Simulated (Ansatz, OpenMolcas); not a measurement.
## B3H3O3 (SMILES B1OBOBO1): the energy, rung by rung

The species is B3H3O3 (9 atoms), meant as a singlet with charge 0. SMILES: `B1OBOBO1`. The coordinates come from a PBE0-D4/def2-TZVP relaxation. This is one conformer, not always the lowest.

```xyz
9

B     1.3016    0.1158   -0.4247
O     0.6128   -1.0535   -0.6248
B    -0.6869   -1.1727   -0.2023
O    -1.2974   -0.1154    0.4232
B    -0.6148    1.0569    0.6269
O     0.6846    1.1689    0.2016
H     2.4293    0.2162   -0.7926
H    -1.2819   -2.1887   -0.3775
H    -1.1473    1.9725    1.1701
```

Each level gives the energy change with the B5–H9 bond stretched from 1.190 to 1.786 Å (eV). The values are calculated.

```
                                            level                   kind     program  value (eV)  less CCSD(T)/6-31G*
   HF/6-31G* (spherical functions) (unrestricted)           Hartree–Fock  OpenMolcas        2.17                +0.32
    PBE/6-31G* (spherical functions) (restricted)                    GGA      Ansatz        1.78                -0.07
 revPBE/6-31G* (spherical functions) (restricted)                    GGA  OpenMolcas        1.76                -0.09
 M06-2X/6-31G* (spherical functions) (restricted)        hybrid meta-GGA  OpenMolcas        2.01                +0.16
r2SCAN0/6-31G* (spherical functions) (restricted)        hybrid meta-GGA      Ansatz        2.00                +0.15
 B2PLYP/6-31G* (spherical functions) (restricted)          double hybrid      Ansatz        1.98                +0.13
CCSD(T)/6-31G* (spherical functions) (restricted)  coupled cluster or CI  OpenMolcas        1.85                 0.00
   CCSD/6-31G* (spherical functions) (restricted)  coupled cluster or CI      Ansatz        1.88                +0.03
```

Differences are taken from CCSD(T)/6-31G* (spherical functions) (restricted) for orientation; it has basis-set and higher-order errors of its own. The first shape isn't each level's own minimum. The values span 1.76 to 2.17 eV.

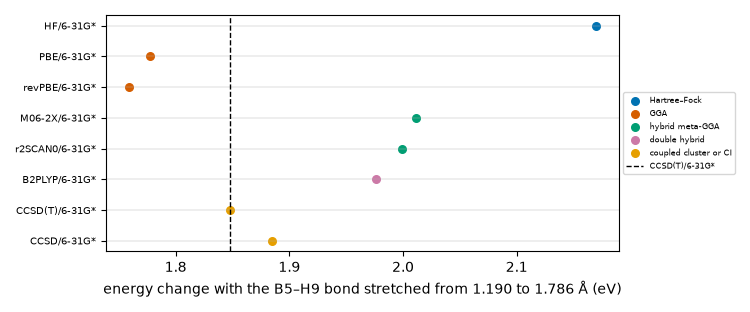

The values of the table, level by level.
